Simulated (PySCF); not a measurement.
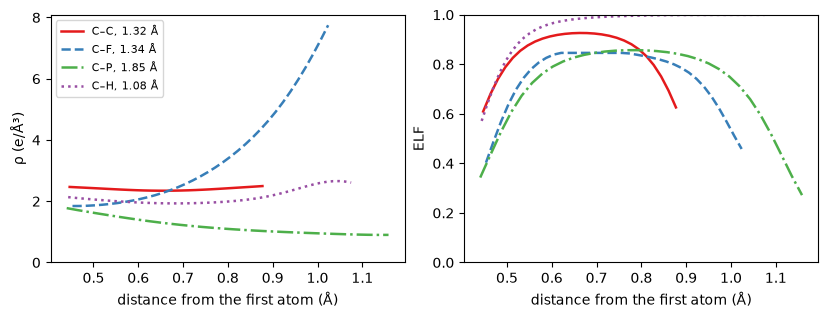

Figure 1: C5H6F3P. Electron density and ELF along straight lines between neighbouring atoms. The curves leave out the atomic cores.

Geometry: GFN2-xTB.

These are results of CAM-B3LYP/def2-SVPD, SCF density, gas phase in PySCF, not measurements.

```xyz
15

C    -2.0827    1.4379    0.0223
C    -1.1446    0.5521    0.3194
C    -0.3763   -0.1699   -0.7008
P    -0.1549   -2.0265   -0.5774
C     1.0497   -0.6223   -0.4630
C     1.7653   -0.2750    0.8061
F     3.0068   -0.7860    0.8188
F     1.9065    1.0546    0.9644
F     1.1693   -0.7190    1.9242
H    -2.3258    1.6881   -0.9969
H    -2.6357    1.9499    0.7891
H    -0.9243    0.3220    1.3526
H    -0.5669    0.1790   -1.7129
H    -0.4179   -2.0736    0.7956
H     1.7271   -0.5032   -1.3057
```

What can be read from the curves?

C–C (1.32 Å): ρ is about 2.3 e/Å³ halfway; the ELF peaks at about 0.95 between the atoms; a short, multiple covalent bond.
C–F (1.34 Å): ρ at the midpoint is about 2.4 e/Å³; the ELF peaks at about 0.85 between the atoms, as expected for a shared but strongly polarised pair.
C–P (1.85 Å): ρ at the midpoint is about 1 e/Å³; the ELF peaks at about 0.85 between the atoms (localised, covalent bonding).
C–H (1.08 Å): ρ is about 2 e/Å³ halfway; the ELF climbs to about 1 towards the hydrogen, as it does in any bond to H (a covalent bond by its length).
